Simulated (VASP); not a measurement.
Band structure of Lu (hcp). Computed with SCAN meta-GGA, VASP's PBE PAW potentials (set 64) (plane waves; VASP).

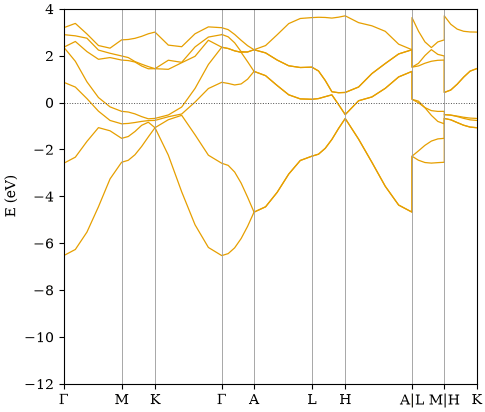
Bands along high-symmetry lines, zero at the valence-band maximum or, without a gap, the Fermi level

Problem. Read the plot: is there a gap, and where are the band edges?

Solution. It has no gap at this level: it comes out as a metal or semimetal.

The compound is Lu in the hcp structure. It was relaxed first, which changed the volume by -5 %.
